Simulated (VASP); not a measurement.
Band structure of AgBr (rock salt). All values below come from revPBE GGA, VASP's PBE PAW potentials (set 64) (plane waves; VASP 6.6.1).

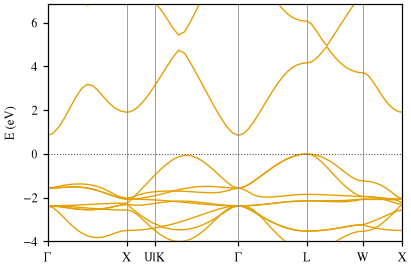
Figure: Bands along high-symmetry lines, zero at the valence-band maximum or, without a gap, the Fermi level

### Question
Read the plot: is there a gap, and where are the band edges?

### Answer
The gap is indirect, 0.85 eV, from the valence maximum at L to the conduction minimum at Γ. (Edges off the drawn lines would not show.)

The compound is AgBr in the rock salt structure. It was relaxed first, which changed the volume by +10 %.
